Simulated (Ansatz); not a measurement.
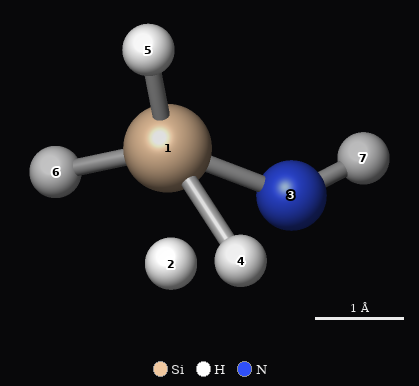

Figure 1. The input geometry (ball-and-stick view, seen at a tilt; atoms are numbered from 1 in the order of the input). Bond lengths as drawn: H–N 0.99 Å, H–Si 1.47 to 1.69 Å and N–Si 1.61 Å.

## Molecular dynamics of SiNH₅ (part 1 of 3)

SiNH₅, computed with RHF/def2-TZVP (Ansatz 0.2.0).

It belongs to a series of runs on one base structure; here: dynamics from the highest image of the converged band. Figures and captions count atoms from 1; the log counts them from 0 in places.

### Output
```
Engine: ansatz 0.2.0, x86_64-unknown-linux-gnu
Functional definition: HF
  exchange = exact_x
  correlation = 0
710 factors; their error is unknown
mean field evaluation 1: about -9415.8197 eV, gradient 4.4e1 eV
mean field evaluation 2: about -9417.8315 eV, gradient 3.3e1 eV
mean field evaluation 4: about -9420.1942 eV, gradient 3.6e-1 eV
mean field evaluation 8: about -9420.3670 eV, gradient 4.3e-5 eV
mean field -9420.36702273 eV, -346.1921027311 hartree, gradient 1.1e-5 eV, S^2 0.000000; 0 other end points of the search recorded, 0 dependent functions left out
the calculation of the forces begins
reference -9420.36702273 eV, -346.1921027311 hartree; 13, 13 occupied and 85, 85 virtual orbitals, 710 factors
md step     0: t =     0.00 fs  T =   300.0 K  F+E_penalty+E_count = -9420.36702273 eV  E_kin = 0.193890 eV  conserved = -9420.17313273 eV  (33 SCF iters)
these checks for a lower state are left out or cut short: starts, cluster_reference, orbital_swaps, neighbouring_geometries, increment
710 factors; their error is unknown
mean field evaluation 16: about -9420.3648 eV, gradient 1.2e-4 eV
mean field -9420.36479654 eV, -346.1920209203 hartree, gradient 2.5e-5 eV, S^2 0.000000; 0 other end points of the search recorded, 0 dependent functions left out
the calculation of the forces begins
reference -9420.36479654 eV, -346.1920209203 hartree; 13, 13 occupied and 85, 85 virtual orbitals, 710 factors
md step     1: t =     0.50 fs  T =   296.6 K  F+E_penalty+E_count = -9420.36479654 eV  E_kin = 0.191678 eV  conserved = -9420.17311879 eV  (30 SCF iters)
[... from here on the SCF iterations and repeated set-up lines of each step are left out, up to the last step ...]
md step     2: t =     1.00 fs  T =   287.2 K  F+E_penalty+E_count = -9420.35870955 eV  E_kin = 0.185628 eV  conserved = -9420.17308196 eV  (30 SCF iters)
md step     3: t =     1.50 fs  T =   272.8 K  F+E_penalty+E_count = -9420.34934698 eV  E_kin = 0.176315 eV  conserved = -9420.17303173 eV  (30 SCF iters)
md step     4: t =     2.00 fs  T =   254.6 K  F+E_penalty+E_count = -9420.33751527 eV  E_kin = 0.164537 eV  conserved = -9420.17297794 eV  (30 SCF iters)
md step     5: t =     2.50 fs  T =   233.9 K  F+E_penalty+E_count = -9420.32408975 eV  E_kin = 0.151163 eV  conserved = -9420.17292705 eV  (30 SCF iters)
md step     6: t =     3.00 fs  T =   212.0 K  F+E_penalty+E_count = -9420.30991210 eV  E_kin = 0.137031 eV  conserved = -9420.17288064 eV  (30 SCF iters)
md step     7: t =     3.50 fs  T =   190.2 K  F+E_penalty+E_count = -9420.29576014 eV  E_kin = 0.122923 eV  conserved = -9420.17283680 eV  (30 SCF iters)
md step     8: t =     4.00 fs  T =   169.6 K  F+E_penalty+E_count = -9420.28237254 eV  E_kin = 0.109580 eV  conserved = -9420.17279237 eV  (30 SCF iters)
md step     9: t =     4.50 fs  T =   151.2 K  F+E_penalty+E_count = -9420.27049178 eV  E_kin = 0.097747 eV  conserved = -9420.17274508 eV  (30 SCF iters)
md step    10: t =     5.00 fs  T =   136.5 K  F+E_penalty+E_count = -9420.26089576 eV  E_kin = 0.088202 eV  conserved = -9420.17269364 eV  (30 SCF iters)
md step    11: t =     5.50 fs  T =   126.5 K  F+E_penalty+E_count = -9420.25441513 eV  E_kin = 0.081779 eV  conserved = -9420.17263628 eV  (30 SCF iters)
md step    12: t =     6.00 fs  T =   122.8 K  F+E_penalty+E_count = -9420.25195970 eV  E_kin = 0.079391 eV  conserved = -9420.17256838 eV  (30 SCF iters)
md step    13: t =     6.50 fs  T =   127.1 K  F+E_penalty+E_count = -9420.25459239 eV  E_kin = 0.082113 eV  conserved = -9420.17247973 eV  (31 SCF iters)
md step    14: t =     7.00 fs  T =   141.3 K  F+E_penalty+E_count = -9420.26369268 eV  E_kin = 0.091340 eV  conserved = -9420.17235238 eV  (31 SCF iters)
md step    15: t =     7.50 fs  T =   168.8 K  F+E_penalty+E_count = -9420.28124613 eV  E_kin = 0.109088 eV  conserved = -9420.17215860 eV  (31 SCF iters)
md step    16: t =     8.00 fs  T =   214.2 K  F+E_penalty+E_count = -9420.31029167 eV  E_kin = 0.138432 eV  conserved = -9420.17185971 eV  (31 SCF iters)
md step    17: t =     8.50 fs  T =   284.9 K  F+E_penalty+E_count = -9420.35554980 eV  E_kin = 0.184144 eV  conserved = -9420.17140611 eV  (31 SCF iters)
md step    18: t =     9.00 fs  T =   392.2 K  F+E_penalty+E_count = -9420.42423574 eV  E_kin = 0.253493 eV  conserved = -9420.17074298 eV  (30 SCF iters)
md step    19: t =     9.50 fs  T =   552.6 K  F+E_penalty+E_count = -9420.52698143 eV  E_kin = 0.357149 eV  conserved = -9420.16983272 eV  (30 SCF iters)
md step    20: t =    10.00 fs  T =   788.8 K  F+E_penalty+E_count = -9420.67854520 eV  E_kin = 0.509828 eV  conserved = -9420.16871749 eV  (30 SCF iters)
md step    21: t =    10.50 fs  T =  1129.1 K  F+E_penalty+E_count = -9420.89739667 eV  E_kin = 0.729742 eV  conserved = -9420.16765460 eV  (55 SCF iters)
md step    22: t =    11.00 fs  T =  1601.2 K  F+E_penalty+E_count = -9421.20220848 eV  E_kin = 1.034878 eV  conserved = -9420.16733033 eV  (30 SCF iters)
md step    23: t =    11.50 fs  T =  2217.5 K  F+E_penalty+E_count = -9421.60220386 eV  E_kin = 1.433169 eV  conserved = -9420.16903451 eV  (28 SCF iters)
md step    24: t =    12.00 fs  T =  2946.9 K  F+E_penalty+E_count = -9422.07902588 eV  E_kin = 1.904588 eV  conserved = -9420.17443825 eV  (28 SCF iters)
md step    25: t =    12.50 fs  T =  3682.2 K  F+E_penalty+E_count = -9422.56403204 eV  E_kin = 2.379784 eV  conserved = -9420.18424848 eV  (28 SCF iters)
md step    26: t =    13.00 fs  T =  4236.0 K  F+E_penalty+E_count = -9422.93234338 eV  E_kin = 2.737726 eV  conserved = -9420.19461778 eV  (27 SCF iters)
md step    27: t =    13.50 fs  T =  4443.3 K  F+E_penalty+E_count = -9423.06496905 eV  E_kin = 2.871718 eV  conserved = -9420.19325098 eV  (27 SCF iters)
md step    28: t =    14.00 fs  T =  4396.5 K  F+E_penalty+E_count = -9423.01357798 eV  E_kin = 2.841469 eV  conserved = -9420.17210860 eV  (26 SCF iters)
md step    29: t =    14.50 fs  T =  4496.9 K  F+E_penalty+E_count = -9423.06569648 eV  E_kin = 2.906337 eV  conserved = -9420.15935907 eV  (27 SCF iters)
md step    30: t =    15.00 fs  T =  4950.0 K  F+E_penalty+E_count = -9423.37742358 eV  E_kin = 3.199189 eV  conserved = -9420.17823469 eV  (27 SCF iters)
md step    31: t =    15.50 fs  T =  5438.0 K  F+E_penalty+E_count = -9423.71043066 eV  E_kin = 3.514559 eV  conserved = -9420.19587162 eV  (26 SCF iters)
md step    32: t =    16.00 fs  T =  5596.8 K  F+E_penalty+E_count = -9423.81192267 eV  E_kin = 3.617229 eV  conserved = -9420.19469372 eV  (27 SCF iters)
md step    33: t =    16.50 fs  T =  5389.2 K  F+E_penalty+E_count = -9423.66900230 eV  E_kin = 3.483063 eV  conserved = -9420.18593971 eV  (27 SCF iters)
md step    34: t =    17.00 fs  T =  4969.7 K  F+E_penalty+E_count = -9423.39039582 eV  E_kin = 3.211892 eV  conserved = -9420.17850366 eV  (29 SCF iters)
md step    35: t =    17.50 fs  T =  4495.1 K  F+E_penalty+E_count = -9423.07930316 eV  E_kin = 2.905194 eV  conserved = -9420.17410917 eV  (29 SCF iters)
md step    36: t =    18.00 fs  T =  4066.2 K  F+E_penalty+E_count = -9422.79993580 eV  E_kin = 2.628000 eV  conserved = -9420.17193547 eV  (30 SCF iters)
md step    37: t =    18.50 fs  T =  3735.4 K  F+E_penalty+E_count = -9422.58519334 eV  E_kin = 2.414171 eV  conserved = -9420.17102222 eV  (30 SCF iters)
md step    38: t =    19.00 fs  T =  3525.7 K  F+E_penalty+E_count = -9422.44942812 eV  E_kin = 2.278663 eV  conserved = -9420.17076480 eV  (31 SCF iters)
md step    39: t =    19.50 fs  T =  3444.6 K  F+E_penalty+E_count = -9422.39710895 eV  E_kin = 2.226274 eV  conserved = -9420.17083510 eV  (32 SCF iters)
md step    40: t =    20.00 fs  T =  3491.6 K  F+E_penalty+E_count = -9422.42768989 eV  E_kin = 2.256627 eV  conserved = -9420.17106271 eV  (32 SCF iters)
md step    41: t =    20.50 fs  T =  3662.0 K  F+E_penalty+E_count = -9422.53815273 eV  E_kin = 2.366747 eV  conserved = -9420.17140615 eV  (31 SCF iters)
md step    42: t =    21.00 fs  T =  3947.9 K  F+E_penalty+E_count = -9422.72358118 eV  E_kin = 2.551558 eV  conserved = -9420.17202329 eV  (32 SCF iters)
md step    43: t =    21.50 fs  T =  4334.4 K  F+E_penalty+E_count = -9422.97473557 eV  E_kin = 2.801297 eV  conserved = -9420.17343876 eV  (31 SCF iters)
md step    44: t =    22.00 fs  T =  4786.4 K  F+E_penalty+E_count = -9423.27028545 eV  E_kin = 3.093482 eV  conserved = -9420.17680384 eV  (30 SCF iters)
md step    45: t =    22.50 fs  T =  5224.1 K  F+E_penalty+E_count = -9423.56042959 eV  E_kin = 3.376355 eV  conserved = -9420.18407496 eV  (28 SCF iters)
md step    46: t =    23.00 fs  T =  5484.1 K  F+E_penalty+E_count = -9423.74141461 eV  E_kin = 3.544404 eV  conserved = -9420.19701099 eV  (28 SCF iters)
md step    47: t =    23.50 fs  T =  5308.0 K  F+E_penalty+E_count = -9423.64187984 eV  E_kin = 3.430539 eV  conserved = -9420.21134082 eV  (28 SCF iters)
md step    48: t =    24.00 fs  T =  4500.0 K  F+E_penalty+E_count = -9423.11283557 eV  E_kin = 2.908321 eV  conserved = -9420.20451438 eV  (27 SCF iters)
md step    49: t =    24.50 fs  T =  3394.7 K  F+E_penalty+E_count = -9422.35084408 eV  E_kin = 2.193992 eV  conserved = -9420.15685196 eV  (28 SCF iters)
md step    50: t =    25.00 fs  T =  2946.6 K  F+E_penalty+E_count = -9422.04190343 eV  E_kin = 1.904376 eV  conserved = -9420.13752792 eV  (28 SCF iters)
md step    51: t =    25.50 fs  T =  3474.2 K  F+E_penalty+E_count = -9422.43082973 eV  E_kin = 2.245392 eV  conserved = -9420.18543777 eV  (28 SCF iters)
md step    52: t =    26.00 fs  T =  4129.2 K  F+E_penalty+E_count = -9422.88059121 eV  E_kin = 2.668732 eV  conserved = -9420.21185878 eV  (27 SCF iters)
md step    53: t =    26.50 fs  T =  4232.0 K  F+E_penalty+E_count = -9422.93757768 eV  E_kin = 2.735132 eV  conserved = -9420.20244608 eV  (27 SCF iters)
md step    54: t =    27.00 fs  T =  3819.6 K  F+E_penalty+E_count = -9422.65522912 eV  E_kin = 2.468624 eV  conserved = -9420.18660556 eV  (28 SCF iters)
md step    55: t =    27.50 fs  T =  3183.1 K  F+E_penalty+E_count = -9422.23324244 eV  E_kin = 2.057208 eV  conserved = -9420.17603433 eV  (29 SCF iters)
md step    56: t =    28.00 fs  T =  2552.3 K  F+E_penalty+E_count = -9421.82043858 eV  E_kin = 1.649545 eV  conserved = -9420.17089327 eV  (29 SCF iters)
md step    57: t =    28.50 fs  T =  2048.2 K  F+E_penalty+E_count = -9421.49295453 eV  E_kin = 1.323776 eV  conserved = -9420.16917873 eV  (30 SCF iters)
md step    58: t =    29.00 fs  T =  1714.8 K  F+E_penalty+E_count = -9421.27746973 eV  E_kin = 1.108266 eV  conserved = -9420.16920409 eV  (31 SCF iters)
md step    59: t =    29.50 fs  T =  1554.7 K  F+E_penalty+E_count = -9421.17465082 eV  E_kin = 1.004808 eV  conserved = -9420.16984324 eV  (31 SCF iters)
md step    60: t =    30.00 fs  T =  1555.2 K  F+E_penalty+E_count = -9421.17560288 eV  E_kin = 1.005110 eV  conserved = -9420.17049296 eV  (56 SCF iters)
md step    61: t =    30.50 fs  T =  1701.9 K  F+E_penalty+E_count = -9421.27092358 eV  E_kin = 1.099920 eV  conserved = -9420.17100315 eV  (31 SCF iters)
md step    62: t =    31.00 fs  T =  1982.8 K  F+E_penalty+E_count = -9421.45308801 eV  E_kin = 1.281512 eV  conserved = -9420.17157611 eV  (31 SCF iters)
md step    63: t =    31.50 fs  T =  2384.0 K  F+E_penalty+E_count = -9421.71350726 eV  E_kin = 1.540795 eV  conserved = -9420.17271205 eV  (30 SCF iters)
md step    64: t =    32.00 fs  T =  2877.7 K  F+E_penalty+E_count = -9422.03511644 eV  E_kin = 1.859866 eV  conserved = -9420.17525029 eV  (30 SCF iters)
md step    65: t =    32.50 fs  T =  3403.9 K  F+E_penalty+E_count = -9422.38028476 eV  E_kin = 2.199912 eV  conserved = -9420.18037316 eV  (29 SCF iters)
md step    66: t =    33.00 fs  T =  3846.7 K  F+E_penalty+E_count = -9422.67511349 eV  E_kin = 2.486135 eV  conserved = -9420.18897823 eV  (29 SCF iters)
md step    67: t =    33.50 fs  T =  4027.5 K  F+E_penalty+E_count = -9422.80187380 eV  E_kin = 2.602949 eV  conserved = -9420.19892444 eV  (29 SCF iters)
md step    68: t =    34.00 fs  T =  3778.9 K  F+E_penalty+E_count = -9422.64193188 eV  E_kin = 2.442310 eV  conserved = -9420.19962166 eV  (29 SCF iters)
md step    69: t =    34.50 fs  T =  3180.2 K  F+E_penalty+E_count = -9422.23236625 eV  E_kin = 2.055340 eV  conserved = -9420.17702642 eV  (29 SCF iters)
md step    70: t =    35.00 fs  T =  2734.7 K  F+E_penalty+E_count = -9421.91861162 eV  E_kin = 1.767424 eV  conserved = -9420.15118808 eV  (29 SCF iters)
md step    71: t =    35.50 fs  T =  2909.4 K  F+E_penalty+E_count = -9422.04466138 eV  E_kin = 1.880333 eV  conserved = -9420.16432869 eV  (29 SCF iters)
md step    72: t =    36.00 fs  T =  3482.9 K  F+E_penalty+E_count = -9422.44254600 eV  E_kin = 2.251005 eV  conserved = -9420.19154123 eV  (29 SCF iters)
md step    73: t =    36.50 fs  T =  3903.5 K  F+E_penalty+E_count = -9422.72069606 eV  E_kin = 2.522833 eV  conserved = -9420.19786314 eV  (29 SCF iters)
md step    74: t =    37.00 fs  T =  3942.0 K  F+E_penalty+E_count = -9422.73815127 eV  E_kin = 2.547698 eV  conserved = -9420.19045335 eV  (29 SCF iters)
md step    75: t =    37.50 fs  T =  3687.2 K  F+E_penalty+E_count = -9422.56505253 eV  E_kin = 2.383032 eV  conserved = -9420.18202053 eV  (29 SCF iters)
md step    76: t =    38.00 fs  T =  3299.8 K  F+E_penalty+E_count = -9422.30919459 eV  E_kin = 2.132687 eV  conserved = -9420.17650736 eV  (29 SCF iters)
md step    77: t =    38.50 fs  T =  2898.3 K  F+E_penalty+E_count = -9422.04675404 eV  E_kin = 1.873178 eV  conserved = -9420.17357645 eV  (29 SCF iters)
md step    78: t =    39.00 fs  T =  2549.3 K  F+E_penalty+E_count = -9421.81977030 eV  E_kin = 1.647624 eV  conserved = -9420.17214664 eV  (29 SCF iters)
md step    79: t =    39.50 fs  T =  2286.6 K  F+E_penalty+E_count = -9421.64926012 eV  E_kin = 1.477830 eV  conserved = -9420.17142972 eV  (31 SCF iters)
md step    80: t =    40.00 fs  T =  2127.5 K  F+E_penalty+E_count = -9421.54601878 eV  E_kin = 1.375004 eV  conserved = -9420.17101520 eV  (31 SCF iters)
md step    81: t =    40.50 fs  T =  2082.2 K  F+E_penalty+E_count = -9421.51647365 eV  E_kin = 1.345727 eV  conserved = -9420.17074699 eV  (31 SCF iters)
md step    82: t =    41.00 fs  T =  2157.4 K  F+E_penalty+E_count = -9421.56490806 eV  E_kin = 1.394296 eV  conserved = -9420.17061182 eV  (31 SCF iters)
md step    83: t =    41.50 fs  T =  2356.3 K  F+E_penalty+E_count = -9421.69357015 eV  E_kin = 1.522884 eV  conserved = -9420.17068647 eV  (31 SCF iters)
md step    84: t =    42.00 fs  T =  2677.2 K  F+E_penalty+E_count = -9421.90142744 eV  E_kin = 1.730272 eV  conserved = -9420.17115584 eV  (30 SCF iters)
md step    85: t =    42.50 fs  T =  3108.4 K  F+E_penalty+E_count = -9422.18134692 eV  E_kin = 2.008935 eV  conserved = -9420.17241212 eV  (30 SCF iters)
md step    86: t =    43.00 fs  T =  3619.2 K  F+E_penalty+E_count = -9422.51435332 eV  E_kin = 2.339101 eV  conserved = -9420.17525257 eV  (29 SCF iters)
md step    87: t =    43.50 fs  T =  4142.7 K  F+E_penalty+E_count = -9422.85849155 eV  E_kin = 2.677405 eV  conserved = -9420.18108703 eV  (29 SCF iters)
md step    88: t =    44.00 fs  T =  4548.0 K  F+E_penalty+E_count = -9423.13082846 eV  E_kin = 2.939365 eV  conserved = -9420.19146297 eV  (28 SCF iters)
md step    89: t =    44.50 fs  T =  4626.0 K  F+E_penalty+E_count = -9423.19418467 eV  E_kin = 2.989797 eV  conserved = -9420.20438777 eV  (28 SCF iters)
md step    90: t =    45.00 fs  T =  4184.8 K  F+E_penalty+E_count = -9422.90923350 eV  E_kin = 2.704622 eV  conserved = -9420.20461131 eV  (27 SCF iters)
md step    91: t =    45.50 fs  T =  3403.7 K  F+E_penalty+E_count = -9422.36927395 eV  E_kin = 2.199802 eV  conserved = -9420.16947163 eV  (27 SCF iters)
md step    92: t =    46.00 fs  T =  3081.0 K  F+E_penalty+E_count = -9422.12949573 eV  E_kin = 1.991282 eV  conserved = -9420.13821415 eV  (27 SCF iters)
md step    93: t =    46.50 fs  T =  3754.5 K  F+E_penalty+E_count = -9422.59960156 eV  E_kin = 2.426520 eV  conserved = -9420.17308127 eV  (27 SCF iters)
md step    94: t =    47.00 fs  T =  4804.9 K  F+E_penalty+E_count = -9423.31509417 eV  E_kin = 3.105402 eV  conserved = -9420.20969221 eV  (28 SCF iters)
md step    95: t =    47.50 fs  T =  5407.3 K  F+E_penalty+E_count = -9423.70348847 eV  E_kin = 3.494716 eV  conserved = -9420.20877209 eV  (27 SCF iters)
md step    96: t =    48.00 fs  T =  5401.8 K  F+E_penalty+E_count = -9423.68605320 eV  E_kin = 3.491199 eV  conserved = -9420.19485436 eV  (26 SCF iters)
md step    97: t =    48.50 fs  T =  5006.5 K  F+E_penalty+E_count = -9423.41986017 eV  E_kin = 3.235716 eV  conserved = -9420.18414405 eV  (26 SCF iters)
```
